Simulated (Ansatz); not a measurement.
**CCSDT/STO-3G run of H2S2 (SMILES SS)**

What is the vertical ionisation energy of H2S2 at CCSDT/STO-3G? 

The calculation is run with Ansatz 0.2.0.

44 further runs of the same task are left out: 10 that didn't finish, 34 set aside as unsound or not needed.

### Step 1. The molecule

H2S2: 4 atoms, total charge 0, spin state singlet. SMILES: `SS`. Geometry: relaxed at PBE0-D4/def2-TZVP.

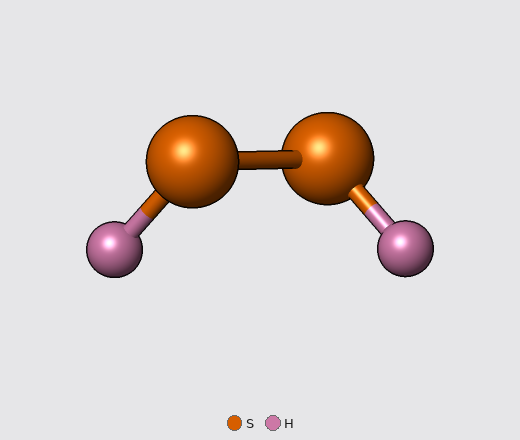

Viewed from a chosen angle; sulfur orange, hydrogen pink.

### Step 2. A single-point energy at CCSDT/STO-3G

File run.yaml:

```yaml
crystal:
  periodic: [false, false, false]
  atoms:
    - {symbol: S, position_ang: [0.784480, -0.789210, 0.166690]}
    - {symbol: S, position_ang: [0.060220, 1.121560, 0.067360]}
    - {symbol: H, position_ang: [-0.225420, -1.352590, 0.856880]}
    - {symbol: H, position_ang: [-0.619290, 1.020250, -1.090950]}
basis:
  gaussian: {orbitals: STO-3G}
magnetization: {spin_polarized: false}
correlation: {method: ccsdt, frozen_orbitals: {H: 0, S: 5}}
accuracy: high
scf: {omitted_lower_state_checks: [cluster_reference, increment]}
```

Started as:

```
$ ansatz run run.yaml --threads 1 --pin off --max-ram 3480MiB --events-out events.jsonl --progress --plain --runs-dir runs
```

What it wrote:

```text
Warning: RAYON_NUM_THREADS=1 ignored (pool sized by the plan → 1); use --threads N
Functional definition: HF
  name "HF"
  exchange = exact_x
  correlation = 0
these checks for a lower state are left out or cut short: cluster_reference, increment
344 factors; integrals over basis functions are off by at most 1.3e-8 eV
mean field evaluation 1: about -21428.2268 eV, gradient 9.4e0 eV
mean field evaluation 2: about -21428.2730 eV, gradient 9.5e0 eV
mean field evaluation 4: about -21428.7074 eV, gradient 2.0e-1 eV
mean field evaluation 8: about -21428.7073 eV, gradient 1.3e-5 eV
mean field -21428.70726893 eV, -787.4904672339 hartree, gradient 3.2e-8 eV, S^2 0.000000; 0 other end points of the search recorded, 0 dependent functions left out
10 core orbitals not correlated: weight in the atoms' cores, before any rotation towards them, 1.000 or more for the frozen orbitals, at most 0.000 for the correlated occupied ones
reference -21428.70726893 eV, -787.4904672339 hartree; 7, 7 occupied and 3, 3 virtual orbitals, 344 factors
second order -1.29860871 eV of doubles, -0.00000000 eV of singles
cycle   1  -1.67002084 eV  change   -3.7e-1 eV  update   5.4e-2
cycle   2  -1.87945636 eV  change   -2.1e-1 eV  update   2.2e-2
cycle   3  -1.88649279 eV  change   -7.0e-3 eV  update   4.1e-3
cycle   4  -1.88760385 eV  change   -1.1e-3 eV  update   1.7e-3
cycle   5  -1.88746382 eV  change    1.4e-4 eV  update   4.5e-4
cycle   6  -1.88738255 eV  change    8.1e-5 eV  update   1.2e-4
cycle   7  -1.88738532 eV  change   -2.8e-6 eV  update   3.9e-5
cycle   8  -1.88740022 eV  change   -1.5e-5 eV  update   1.3e-5
cycle   9  -1.88740436 eV  change   -4.1e-6 eV  update   5.0e-6
cycle  10  -1.88740194 eV  change    2.4e-6 eV  update   1.3e-6
cycle  11  -1.88740169 eV  change    2.6e-7 eV  update   4.7e-7
cycle  12  -1.88740166 eV  change    2.5e-8 eV  update   1.9e-7
cycle  13  -1.88740190 eV  change   -2.4e-7 eV  update   7.4e-8
cycle  14  -1.88740187 eV  change    3.6e-8 eV  update   2.5e-8
cycle  15  -1.88740186 eV  change    1.4e-9 eV  update   1.6e-8
cycle  16  -1.88740129 eV  change    5.7e-7 eV  update   1.2e-7
cycle  17  -1.88740104 eV  change    2.6e-7 eV  update   5.2e-8
cycle  18  -1.88740101 eV  change    3.1e-8 eV  update   1.3e-8
cycle  19  -1.88740101 eV  change  -4.7e-10 eV  update   5.1e-9
cycle  20  -1.88740101 eV  change  -8.7e-10 eV  update   2.0e-9
cycle  21  -1.88740101 eV  change  -3.1e-10 eV  update  6.7e-10
Total energy: -21430.59466994 eV, -787.5598279416 hartree
Checks for a lower state left out: cluster_reference, increment
```

Run time: 0.14 s. Hardware: 1 thread of Intel Xeon 6975P-C (Granite Rapids), shared host.

### Step 3. The doublet cation at the same level

File job.yaml:

```yaml
crystal:
  periodic: [false, false, false]
  atoms:
    - {symbol: S, position_ang: [0.784480, -0.789210, 0.166690]}
    - {symbol: S, position_ang: [0.060220, 1.121560, 0.067360]}
    - {symbol: H, position_ang: [-0.225420, -1.352590, 0.856880]}
    - {symbol: H, position_ang: [-0.619290, 1.020250, -1.090950]}
basis:
  gaussian: {orbitals: STO-3G}
total_charge: 1
magnetization: {spin_polarized: true, initial_magnetization: 1}
correlation: {method: ccsdt, frozen_orbitals: {H: 0, S: 5}}
accuracy: high
scf: {omitted_lower_state_checks: [cluster_reference, increment]}
```

Started as:

```
$ ansatz run job.yaml --threads 1 --pin off --max-ram 3480MiB --events-out events.jsonl --progress --plain --runs-dir runs
```

What it wrote:

```text
Warning: RAYON_NUM_THREADS=1 ignored (pool sized by the plan → 1); use --threads N
Functional definition: HF
  name "HF"
  exchange = exact_x
  correlation = 0
these checks for a lower state are left out or cut short: cluster_reference, increment
344 factors; integrals over basis functions are off by at most 1.3e-8 eV
mean field evaluation 1: about -21421.2263 eV, gradient 8.1e0 eV
mean field evaluation 2: about -21421.2630 eV, gradient 8.1e0 eV
mean field evaluation 4: about -21422.1386 eV, gradient 1.7e0 eV
mean field evaluation 8: about -21422.3606 eV, gradient 2.3e-1 eV
mean field evaluation 16: about -21422.3639 eV, gradient 1.3e-8 eV
mean field -21422.36392589 eV, -787.2573536765 hartree, gradient 2.2e-8 eV, S^2 0.761348; 3 other end points of the search recorded, 0 dependent functions left out
10 core orbitals not correlated: weight in the atoms' cores, before any rotation towards them, 1.000 or more for the frozen orbitals, at most 0.000 for the correlated occupied ones
reference -21422.36392589 eV, -787.2573536765 hartree; 7, 6 occupied and 3, 4 virtual orbitals, 344 factors
second order -1.30202055 eV of doubles, -0.00000000 eV of singles
cycle   1  -1.67406365 eV  change   -3.7e-1 eV  update   6.1e-2
cycle   2  -1.92051586 eV  change   -2.5e-1 eV  update   3.0e-2
cycle   3  -1.94305144 eV  change   -2.3e-2 eV  update   1.3e-2
cycle   4  -1.95332005 eV  change   -1.0e-2 eV  update   8.3e-3
cycle   5  -1.95589559 eV  change   -2.6e-3 eV  update   4.2e-3
cycle   6  -1.95690839 eV  change   -1.0e-3 eV  update   2.3e-3
cycle   7  -1.95688789 eV  change    2.1e-5 eV  update   1.3e-3
cycle   8  -1.95717970 eV  change   -2.9e-4 eV  update   6.7e-4
cycle   9  -1.95714366 eV  change    3.6e-5 eV  update   3.9e-4
cycle  10  -1.95703760 eV  change    1.1e-4 eV  update   2.8e-4
cycle  11  -1.95702357 eV  change    1.4e-5 eV  update   2.6e-4
cycle  12  -1.95704137 eV  change   -1.8e-5 eV  update   2.5e-4
cycle  13  -1.95706377 eV  change   -2.2e-5 eV  update   2.5e-4
cycle  14  -1.95706354 eV  change    2.4e-7 eV  update   2.5e-4
cycle  15  -1.95704350 eV  change    2.0e-5 eV  update   2.5e-4
cycle  16  -1.95704695 eV  change   -3.4e-6 eV  update   2.5e-4
cycle  17  -1.95716254 eV  change   -1.2e-4 eV  update   2.5e-4
cycle  18  -1.95736415 eV  change   -2.0e-4 eV  update   2.4e-4
cycle  19  -1.95757689 eV  change   -2.1e-4 eV  update   2.3e-4
cycle  20  -1.95780736 eV  change   -2.3e-4 eV  update   2.2e-4
cycle  21  -1.95825303 eV  change   -4.5e-4 eV  update   2.0e-4
cycle  22  -1.95818064 eV  change    7.2e-5 eV  update   2.1e-4
cycle  23  -1.95845965 eV  change   -2.8e-4 eV  update   1.7e-4
cycle  24  -1.95846391 eV  change   -4.3e-6 eV  update   2.9e-4
cycle  25  -1.95848937 eV  change   -2.5e-5 eV  update   3.1e-4
cycle  26  -1.95856170 eV  change   -7.2e-5 eV  update   2.7e-4
cycle  27  -1.95861426 eV  change   -5.3e-5 eV  update   1.9e-4
cycle  28  -1.95865080 eV  change   -3.7e-5 eV  update   9.1e-5
cycle  29  -1.95871097 eV  change   -6.0e-5 eV  update   3.8e-5
cycle  30  -1.95873525 eV  change   -2.4e-5 eV  update   2.3e-5
cycle  31  -1.95874372 eV  change   -8.5e-6 eV  update   1.6e-5
cycle  32  -1.95874502 eV  change   -1.3e-6 eV  update   1.1e-5
cycle  33  -1.95875817 eV  change   -1.3e-5 eV  update   7.6e-6
cycle  34  -1.95877105 eV  change   -1.3e-5 eV  update   5.1e-6
cycle  35  -1.95877698 eV  change   -5.9e-6 eV  update   2.6e-6
cycle  36  -1.95877574 eV  change    1.2e-6 eV  update   1.4e-6
cycle  37  -1.95877603 eV  change   -2.9e-7 eV  update   7.5e-7
cycle  38  -1.95877596 eV  change    7.5e-8 eV  update   4.4e-7
cycle  39  -1.95877549 eV  change    4.7e-7 eV  update   2.5e-7
cycle  40  -1.95877501 eV  change    4.8e-7 eV  update   1.2e-7
cycle  41  -1.95877490 eV  change    1.1e-7 eV  update   5.2e-8
cycle  42  -1.95877491 eV  change   -3.5e-9 eV  update   2.7e-8
cycle  43  -1.95877493 eV  change   -2.3e-8 eV  update   1.6e-8
cycle  44  -1.95877492 eV  change    8.5e-9 eV  update   9.0e-9
cycle  45  -1.95877491 eV  change    9.0e-9 eV  update   5.2e-9
cycle  46  -1.95877491 eV  change    3.0e-9 eV  update   2.2e-9
cycle  47  -1.95877491 eV  change  -4.5e-10 eV  update   1.2e-9
Total energy: -21424.32270080 eV, -787.3293373267 hartree
Checks for a lower state left out: cluster_reference, increment
```

Wall time 0.4 s (1 thread of Intel Xeon 6975P-C (Granite Rapids), shared host).

### Step 4. Outcome

At CCSDT/STO-3G, 10 core orbitals frozen:

```
                                                    quantity          value
                                  singlet H2S2: total energy  -787.55983 Eh
  singlet H2S2: correlation energy (10 core orbitals frozen)      -69.4 mEh
                                 singlet H2S2: T1 diagnostic          0.006
                                doublet cation: total energy  -787.32934 Eh
doublet cation: correlation energy (10 core orbitals frozen)      -72.0 mEh
           doublet cation: ⟨S²⟩ of the reference determinant          0.761
                               doublet cation: T1 diagnostic          0.094
          vertical ionisation energy (to the doublet cation)       6.272 eV
```

**Reading.** The vertical ionisation energy comes to 6.27 eV (145 kcal/mol). In a minimal basis such a difference can be off by several eV, whatever the method. The T1 diagnostic (doublet cation) of 0.094 is above the customary mark for such species, so a single reference may not serve.
